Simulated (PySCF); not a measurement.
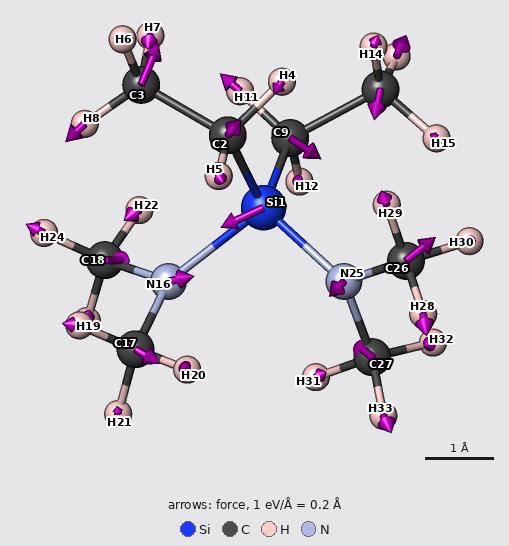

Starting geometry of C8H22N2Si with the computed forces as purple arrows. Style: ball-and-stick. Shown at a tilt.

The start comes from GFN2-xTB. Its atoms were then displaced at random by about 0.03 Å.

These are results of PySCF, PBE0-D3(BJ)/def2-SVP geometry optimisation, gas phase, not measurements. 

**What follows when this structure is relaxed?**

It isn't relaxed: the largest force vector, on a C atom, is 3.95 eV/Å. The final displacements have little in common with the starting forces (cosine between the two patterns 0.25). The energy falls by 120.8 kJ/mol in 11 geometry steps. The largest moves after the best rigid fit, 0.29 Å, are those of H atoms. Largest moves by element: H 0.29 Å, C 0.17 Å, Si 0.10 Å, N 0.06 Å. Near-neighbour distances that change, for instance: N–Si 1.849 → 1.745 Å, C–H 1.166 → 1.102 Å, C–N 1.375 → 1.437 Å, C–H 1.041 → 1.102 Å. Bond angles that change, for instance: H–C–H 115.1° → 107.1°, H–C–H 112.1° → 105.9°, N–C–H 106.8° → 112.7°. The run took 3.2 min on 2 threads of AMD EPYC 9R45 96-Core Processor (shared host).
